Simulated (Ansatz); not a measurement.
## Electronic structure of ClF2H3NOTa in real space

```xyz
9

Ta    0.1623   -0.0574    0.1658
O     1.9984   -0.1126   -0.0899
H     2.9208   -0.0264    0.0835
N    -0.5072   -0.0451    2.0089
H    -0.7353   -0.8934    2.4970
H    -0.6991    0.7728    2.5570
F    -0.9538   -0.0926   -1.3435
Cl    0.0270    2.3222    0.2247
F    -0.0360   -1.9306    0.2967
```

Core potentials replace the inner electrons of Ta.

All numbers below come from RHF/def2-SVP (Ansatz).

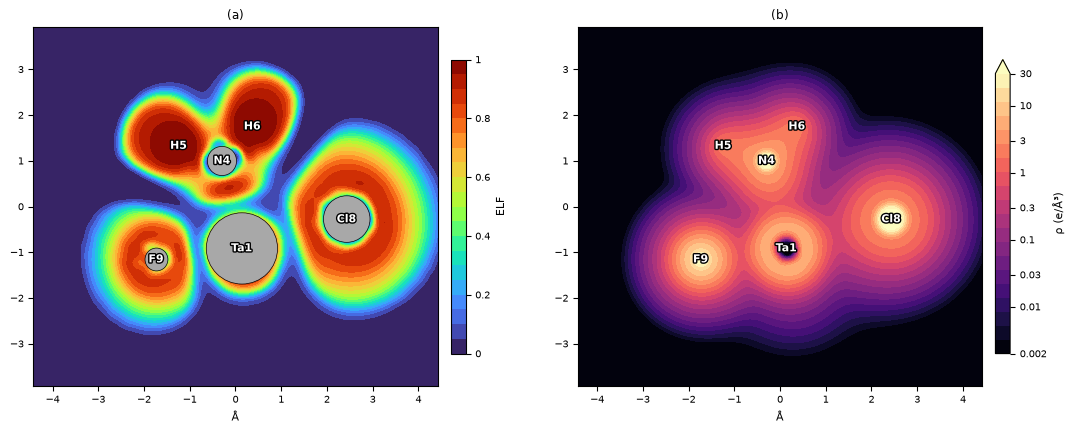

Figure 1. (a) ELF; (b) electron density on the plane of atoms Ta1, N4 and H6. Grey discs cover the atomic cores in the ELF map.

Q: Describe what can be read from this map.

A:
- The section cuts through Ta, N, H, Cl and F sites.
- Ta–F (1.89 Å): ρ is about 0.96 e/Å³ halfway; the ELF peaks at about 0.85 in the valence shell of F, 0.6 Å from its nucleus, and drops to about 0.20 between the two atoms.
- Ta–N (1.96 Å): ρ is about 1 e/Å³ halfway; the ELF peaks at about 0.90 in the valence shell of N, 0.6 Å from its nucleus, and is about 0.35 at the midpoint.
- Ta–Cl (2.38 Å): ρ is about 0.56 e/Å³ halfway; the ELF peaks at about 0.85 in the valence shell of Cl, 0.8 Å from its nucleus, and is about 0.40 at the midpoint.
- N–H (1.00 Å): the density is about 2.9 e/Å³ at the midpoint; the ELF climbs to about 1 towards the hydrogen, as it does in any bond to H (a covalent bond by its length).

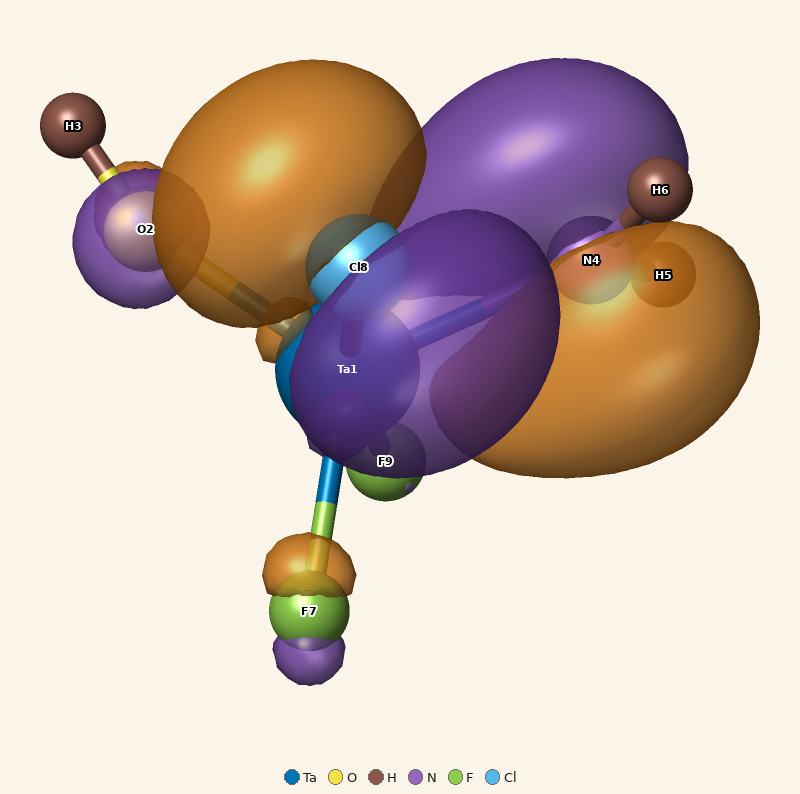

Figure 2. The HOMO at ±0.1 Å⁻³ᐟ² (orange and purple are the two phases), seen from one side.

Q: Describe this orbital and give its energy.

A: Its weight (Hirshfeld) is mainly on Cl8 (about 40 %) and N4 (about 40 %); largely a combination of lone pairs on Cl8 and N4. Its energy is −11.99 eV.
